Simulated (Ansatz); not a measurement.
Electronic density of states of amorphous Si30C18N16, density 2.65 g/cm³, on a 2×2×2 Γ-centred mesh with a Gaussian width of 0.1 eV; energies count from the Fermi level, whose place inside the gap is arbitrary. Cell and mesh are small, so fine structure isn't converged. All values below come from PBE, scalar-relativistic without spin-orbit coupling (plane waves to 420 eV, PAW; Ansatz, a first-principles code). Sampling: a 2×2×2 Γ-centred mesh; Fermi-Dirac width 0.02 eV; no spin polarisation.

A CHGNet melt-quench gave the starting glass, which DFT then relaxed. N atoms were pushed apart under 1.9 Å during the dynamics, to hinder bonds among them. The hot cell started wider than the set density and was brought back towards it in steps. It is the lowest in DFT energy of 8 quenches. It is a model cell: composition and starting density were chosen by hand, and all elements were melted together. No dispersion term was used. Its density started from a set value of 2.61 and ended at 2.65 g/cm³. Cooling (nominally 200 K/ps over its main leg) ran many orders faster than in experiment, which tends to leave more defects and strain. One small periodic cell is one sample of the glass; other quenches scatter about these values. Volume and shape were free in the relaxation. Stress components on the final sampling reach 2.8 GPa. On a 2×2×2 Γ-centred mesh force components of up to 0.53 eV/Å stay, since the relaxation ran on the zone centre alone. Cycles of charging lowered its energy after that relaxation.

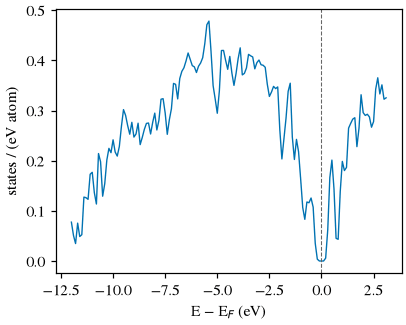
*Density of states per atom*

The gap on this mesh is 0.72 eV; the broadening fills part of it in the curve.
